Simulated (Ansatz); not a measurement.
# One shape, several levels: SiH3OF (SMILES O[SiH2]F)

We compute a comparison of 6 runs (HSE06/STO-3G, PBE/STO-3G, SVWN5/STO-3G, wB97X/STO-3G, UCCSD(T)/STO-3G, FCI/STO-3G) of SiH3OF. 

Program for the calculation: Ansatz 0.2.0.

71 further runs of the same task are left out: 10 that didn't finish, 61 set aside as unsound or not needed.

### Step 1. Starting point

The species is SiH3OF (6 atoms), meant as a singlet with charge 0. As SMILES, `O[SiH2]F`. The F3–Si2 distance was set to 2.394 Å, away from the relaxed value. At this shape a bond of the SMILES string is far longer than usual.

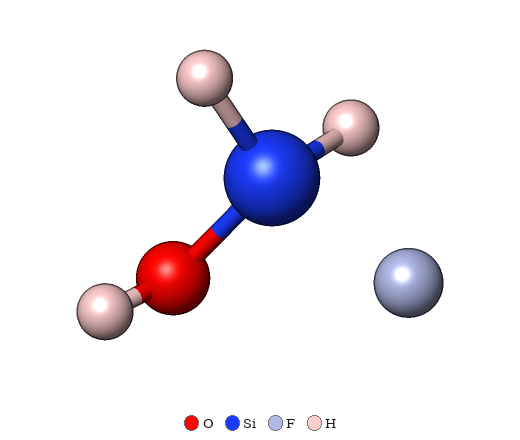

The structure, seen from a chosen angle (oxygen red, silicon blue, fluorine light blue, hydrogen pink).

### Step 2. A single-point energy at HSE06/STO-3G (run 1)

File in.yaml:

```yaml
crystal:
  periodic: [false, false, false]
  atoms:
    - {symbol: O, position_ang: [-0.754751, 0.247544, -1.571041]}
    - {symbol: Si, position_ang: [0.477049, 0.447444, -0.523041]}
    - {symbol: F, position_ang: [0.180800, -0.922800, 1.417800]}
    - {symbol: H, position_ang: [-1.615451, 0.606944, -1.352541]}
    - {symbol: H, position_ang: [1.694349, -0.001756, -1.222741]}
    - {symbol: H, position_ang: [0.553849, 1.842344, -0.029341]}
basis:
  gaussian: {orbitals: STO-3G}
hamiltonian: {xc: {name: HSE06}}
accuracy: high
```

On the command line:

```sh
$ ansatz run in.yaml --threads 1 --pin off --max-ram 2610MiB --events-out events.jsonl --progress --plain --runs-dir runs
```

What it wrote:

```text
Warning: RAYON_NUM_THREADS=1 ignored (pool sized by the plan → 1); use --threads N
Functional definition: HSE06
  name "HSE06"
  parameter a = 0.25
  parameter omega = 0.11/bohr
  exchange = pbe_x - a*pbe_x_sr(omega) + a*exact_x_sr(omega)
  correlation = pbe_c
394 factors; integrals over basis functions are off by at most 5.2e-8 eV
61 factors; integrals over basis functions are off by at most 1.5e-9 eV
mean field evaluation 1: about -12513.7881 eV, gradient 3.0e1 eV
mean field evaluation 2: about -12219.2165 eV, gradient 1.9e2 eV
mean field evaluation 4: about -12518.2953 eV, gradient 1.7e1 eV
mean field evaluation 8: about -12519.6645 eV, gradient 1.6e-1 eV
mean field evaluation 16: about -12519.6297 eV, gradient 1.1e-5 eV
mean field -12519.62970392 eV, -460.0879055092 hartree, gradient 3.5e-8 eV, S^2 0.000000; 0 other end points of the search recorded, 0 dependent functions left out
reference -12519.62970569 eV, -460.0879055744 hartree; 17, 17 occupied and 5, 5 virtual orbitals, 394 factors
Total energy: -12519.62970569 eV, -460.0879055744 hartree
```

It took 1.8 s on 1 thread of Arm Neoverse V1, shared host; peak memory 0.1 GiB.

### Step 3. The energy at PBE/STO-3G (run 2)

File run.yaml:

```yaml
crystal:
  periodic: [false, false, false]
  atoms:
    - {symbol: O, position_ang: [-0.754751, 0.247544, -1.571041]}
    - {symbol: Si, position_ang: [0.477049, 0.447444, -0.523041]}
    - {symbol: F, position_ang: [0.180800, -0.922800, 1.417800]}
    - {symbol: H, position_ang: [-1.615451, 0.606944, -1.352541]}
    - {symbol: H, position_ang: [1.694349, -0.001756, -1.222741]}
    - {symbol: H, position_ang: [0.553849, 1.842344, -0.029341]}
basis:
  gaussian:
    orbitals: STO-3G
hamiltonian:
  xc: {name: PBE}
accuracy: high
```

On the command line:

```sh
$ ansatz run run.yaml --threads 1 --pin off --max-ram 2610MiB --events-out events.jsonl --progress --plain --runs-dir runs
```

What it wrote:

```text
Warning: RAYON_NUM_THREADS=1 ignored (pool sized by the plan → 1); use --threads N
Functional definition: PBE
  name "PBE"
  parameter kappa = 0.804
  parameter beta = 0.06672455060314922
  exchange = pbe_x(kappa = kappa, mu = beta*pi^2/3)
  correlation = pbe_c(beta = beta)
394 factors; integrals over basis functions are off by at most 5.2e-8 eV
mean field evaluation 1: about -12513.0575 eV, gradient 3.2e1 eV
mean field evaluation 2: about -12190.3937 eV, gradient 1.2e2 eV
mean field evaluation 4: about -12514.8054 eV, gradient 2.2e1 eV
mean field evaluation 8: about -12515.6002 eV, gradient 2.1e1 eV
mean field evaluation 16: about -12518.3291 eV, gradient 2.1e-8 eV
mean field -12518.32906807 eV, -460.0401080232 hartree, gradient 4.4e-9 eV, S^2 0.000000; 0 other end points of the search recorded, 0 dependent functions left out
reference -12518.32906984 eV, -460.0401080884 hartree; 17, 17 occupied and 5, 5 virtual orbitals, 394 factors
Total energy: -12518.32906984 eV, -460.0401080884 hartree
```

It took 1.6 s on 1 thread of Arm Neoverse V1, shared host; peak memory 0.1 GiB.

Run 3 isn't shown in full; the table further down has it.

### Step 4. A single-point energy at wB97X/STO-3G (run 4)

File molecule.yaml:

```yaml
crystal:
  periodic: [false, false, false]
  atoms:
    - {symbol: O, position_ang: [-0.754751, 0.247544, -1.571041]}
    - {symbol: Si, position_ang: [0.477049, 0.447444, -0.523041]}
    - {symbol: F, position_ang: [0.180800, -0.922800, 1.417800]}
    - {symbol: H, position_ang: [-1.615451, 0.606944, -1.352541]}
    - {symbol: H, position_ang: [1.694349, -0.001756, -1.222741]}
    - {symbol: H, position_ang: [0.553849, 1.842344, -0.029341]}
basis:
  gaussian:
    orbitals: STO-3G
hamiltonian:
  xc: {name: wB97X}
accuracy: high
```

On the command line:

```sh
$ ansatz run molecule.yaml --threads 1 --pin off --max-ram 2610MiB --events-out events.jsonl --progress --plain --runs-dir runs
```

What it wrote, shortened:

```text
Warning: RAYON_NUM_THREADS=1 ignored (pool sized by the plan → 1); use --threads N
Functional definition: wB97X
  name "wB97X"
[...]
      + exact_x_lr(omega)
[...]
      + integral(e_c_pw_opposite_spin*poly(b97_u_opposite, 1, cos1, cos2, cos3, cos4))
394 factors; integrals over basis functions are off by at most 5.2e-8 eV
164 factors; integrals over basis functions are off by at most 1.3e-9 eV
[...]
mean field -12526.23527762 eV, -460.3306558653 hartree, gradient 1.4e-8 eV, S^2 0.000000; 0 other end points of the search recorded, 0 dependent functions left out
reference -12526.23527604 eV, -460.3306558071 hartree; 17, 17 occupied and 5, 5 virtual orbitals, 394 factors
Total energy: -12526.23527604 eV, -460.3306558071 hartree
```

It took 6.3 s on 1 thread of Arm Neoverse V1, shared host; peak memory 0.27 GiB.

Run 5 isn't shown in full; the table further down has it.

### Step 5. A single-point energy at FCI/STO-3G (run 6)

File input.yaml:

```yaml
crystal:
  periodic: [false, false, false]
  atoms:
    - {symbol: O, position_ang: [-0.754751, 0.247544, -1.571041]}
    - {symbol: Si, position_ang: [0.477049, 0.447444, -0.523041]}
    - {symbol: F, position_ang: [0.180800, -0.922800, 1.417800]}
    - {symbol: H, position_ang: [-1.615451, 0.606944, -1.352541]}
    - {symbol: H, position_ang: [1.694349, -0.001756, -1.222741]}
    - {symbol: H, position_ang: [0.553849, 1.842344, -0.029341]}
basis:
  gaussian:
    orbitals: STO-3G
correlation:
  method: fci
  frozen_orbitals: {F: 1, H: 0, O: 1, Si: 5}
accuracy: high
```

On the command line:

```sh
$ ansatz run input.yaml --threads 1 --pin off --max-ram 2610MiB --events-out events.jsonl --progress --plain --runs-dir runs
```

What it wrote, shortened:

```text
Warning: RAYON_NUM_THREADS=1 ignored (pool sized by the plan → 1); use --threads N
Functional definition: HF
  name "HF"
[...]
394 factors; integrals over basis functions are off by at most 5.2e-8 eV
[...]
mean field -12491.75026455 eV, -459.0633550097 hartree, gradient 2.4e-8 eV, S^2 0.000000; 0 other end points of the search recorded, 0 dependent functions left out; unrestricted orbitals would lower it
[...]
unrestricted determinant -12493.51605223 eV, -459.1282465101 hartree, S^2 0.7972
7 core orbitals not correlated: weight in the atoms' cores, before any rotation towards them, 1.000 or more for the frozen orbitals, at most 0.000 for the correlated occupied ones
reference -12491.75026455 eV, -459.0633550097 hartree; 10, 10 occupied and 5, 5 virtual orbitals, 394 factors
state -12496.84204026 eV, -459.2504743158 hartree
Total energy: -12496.84204026 eV, -459.2504743158 hartree
```

It took 67 s on 1 thread of Arm Neoverse V1, shared host; peak memory 0.72 GiB.

### Step 6. All runs side by side

| run | level | frozen core orbitals | energy (Eh) | wall time |
| --- | --- | --- | --- | --- |
| 1 | HSE06/STO-3G | – | -460.087906 | 1.8 s |
| 2 | PBE/STO-3G | – | -460.040108 | 1.6 s |
| 3 | SVWN5/STO-3G | – | -457.957287 | 1.1 s |
| 4 | wB97X/STO-3G | – | -460.330656 | 6.3 s |
| 5 | UCCSD(T)/STO-3G | 7 | -459.247989 | 0.72 s |
| 6 | FCI/STO-3G | 7 | -459.250474 | 67 s |

### Step 7. Results

```
                                          quantity          value
                               run 6: total energy  -459.25047 Eh
run 6: correlation energy (7 core orbitals frozen)     -187.1 mEh
```

**Reading.** Against full CI in this basis: UCCSD(T) +2.5 mEh. Totals of different functionals can't be ranked against each other. In runs 1, 2, 3, 4, 5, 6 the basis is minimal, so the values are rough. Spin contamination of the reference: run 5 ⟨S²⟩ = 0.80. Where it is this large, the reference is a mixture of spin states, and values that rest on it are in doubt. All runs together took 79 s, the longest 67 s.
